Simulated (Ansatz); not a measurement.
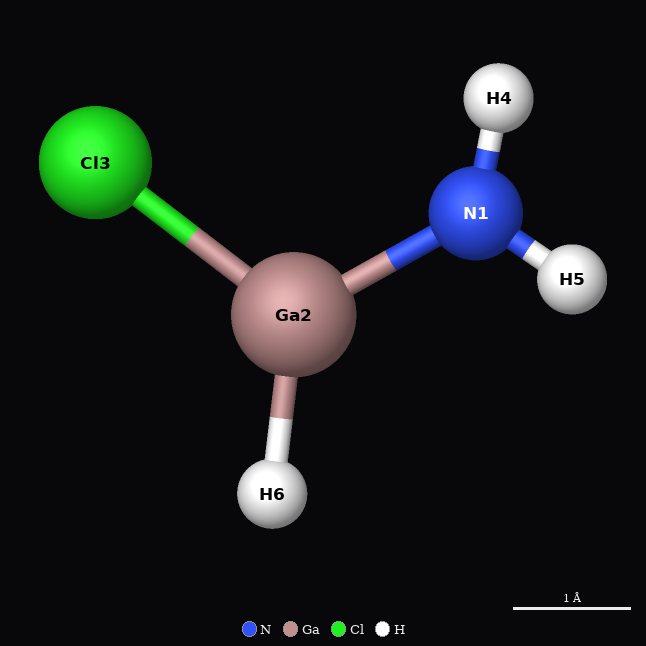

Figure made from data computed with Ansatz.

The view is orthographic, and the bar gives the scale. Geometry: moved along internal coordinates away from the minimum.

Give an XYZ file in the frame of the picture: x to the right, y up, z towards the viewer, origin at the mean of the atomic positions.

```xyz
6
ClGaH3N
N    0.92   0.40   0.13
Ga  -0.64  -0.47  -0.09
Cl  -2.34   0.84  -0.26
H    1.12   1.39   0.19
H    1.75  -0.16   0.21
H   -0.82  -2.00  -0.17
```
